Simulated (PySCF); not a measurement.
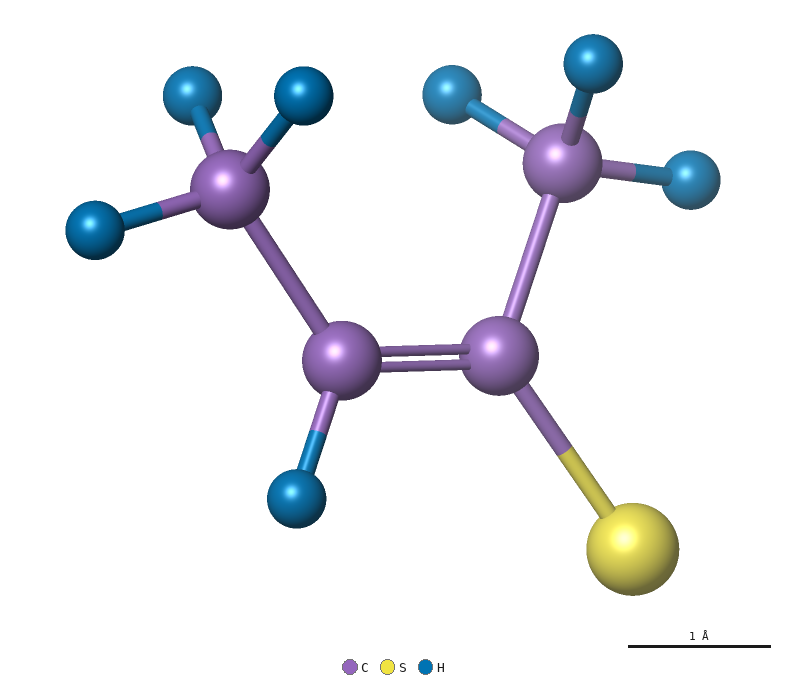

Rendered structure (ball-and-stick style). Multiple sticks mark multiple bonds (one Kekulé form).

State: charge −1, singlet.

Question: Count the atoms of each element.

Answer: C4H7S(-), 12 atoms: 4 carbon, 7 hydrogen and 1 sulfur.

Question: Describe its rings.

Answer: It has no ring.

Question: Name some functional groups or characteristic bonds that it holds.

Answer: Among them: alkene.

Question: Give a SMILES string for it.

Answer: C/C=C(\C)[S-]

The parts below concern this one geometry. Atoms keep their numbers from picture to picture. The computed structure is the end point of a PBE0-D3(BJ)/def2-SVP optimisation. No frequency run is at hand to confirm it as a minimum.

**Shape**

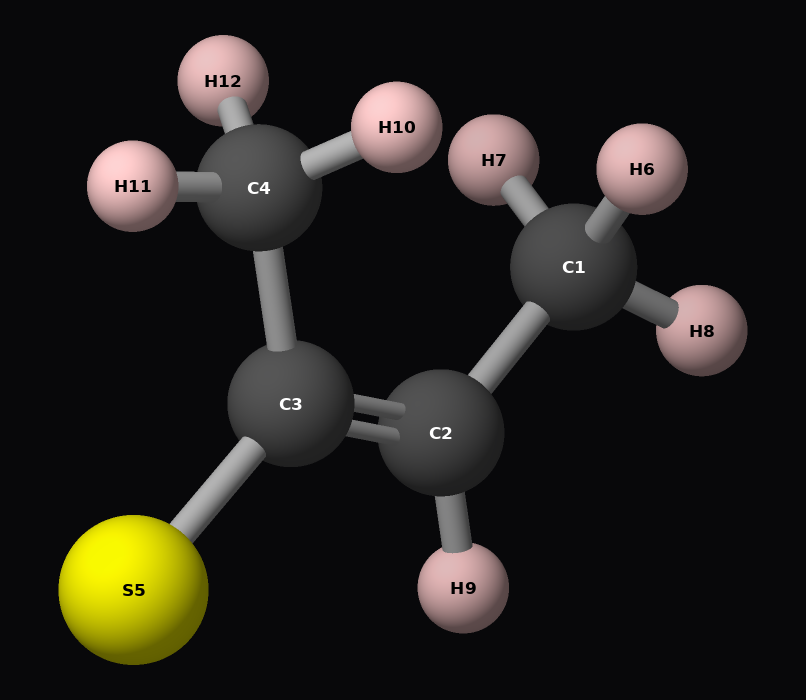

Atoms carry their numbers in the input. No frequency run is at hand to confirm it as a minimum.

Which atoms are bonded, and how long are the bonds?

```csv
bond,length (Å),order
C1–C2,1.501,single
C1–H6,1.109,single
C1–H7,1.114,single
C1–H8,1.104,single
C2–C3,1.367,double
C2–H9,1.095,single
C3–C4,1.521,single
C3–S5,1.729,single
C4–H10,1.107,single
C4–H11,1.098,single
C4–H12,1.107,single
```

**Charges**

The questions are on ESP-fitted charges. No frequency run is at hand to confirm it as a minimum. Properties computed with PBE0/pcSseg-1, gas phase (PySCF 2.14.0).

Question: Which atom carries the highest charge (most positive or least negative)?

Answer: H8, H9, H10, H12 (0.05 e).

Question: And the lowest?

Answer: S5 (−0.75 e).

List the ESP-fitted charges.

```csv
atom,value (e)
C1,−0.22
C2,−0.20
C3,0.04
C4,−0.16
S5,−0.75
H6,0.03
H7,0.03
H8,0.05
H9,0.05
H10,0.05
H11,0.03
H12,0.05
```

**NMR shielding**

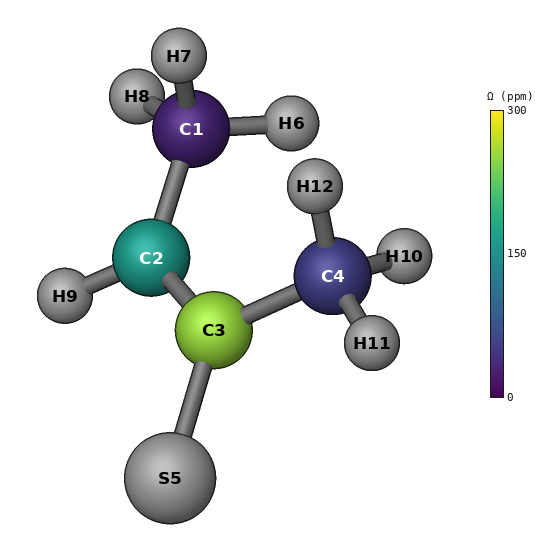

The C atoms are coloured by the span of their shielding tensor. No frequency run is at hand to confirm it as a minimum. Method: GIAO PBE0/pcSseg-1 NMR shielding, non-relativistic, gas phase (PySCF 2.14.0). Principal shieldings σ11 ≤ σ22 ≤ σ33, span Ω = σ33 − σ11, skew κ = 3(σiso − σ22)/Ω.

Question: Which C atom has the most anisotropic shielding?

Answer: C3, with a span of 254 ppm.

Give the shielding tensors of the C atoms.

```
atom     σ11    σ22    σ33   σiso      Ω      κ
  C1   152.4  163.5  182.9  166.3   30.5   0.27
  C2   −18.3  130.0  143.7   85.1  162.0  −0.83
  C3  −111.5    1.8  142.3   10.9  253.9   0.11
  C4   122.7  152.2  180.1  151.7   57.4  −0.03
```

Shieldings and span in ppm.

**Electronic properties**

No frequency run is at hand to confirm it as a minimum. Level of theory: CAM-B3LYP/def2-SVPD, gas phase (PySCF 2.14.0).

Question: Give the mean static polarisability at this level.

Answer: 95.2 bohr³.

Question: Estimate the HOMO energy (Kohn–Sham orbital).

Answer: −1.26 eV.
